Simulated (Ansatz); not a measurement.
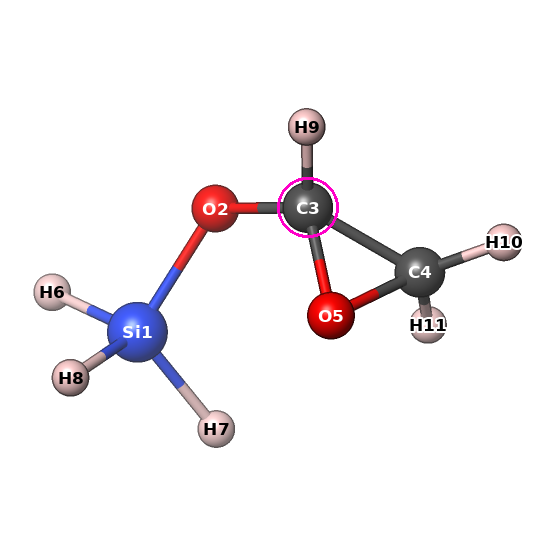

Depth is shown by fading: the farther an atom, the more it takes the colour of the background. Circles mark the stereogenic atoms. The geometry was computed by an optimisation with PBE0-D4/def2-TZVP. No frequency run is at hand to confirm it as a minimum.

> What are the Cahn–Ingold–Prelog descriptors?

C3: R (priorities O2 > O5 > C4 > H9).
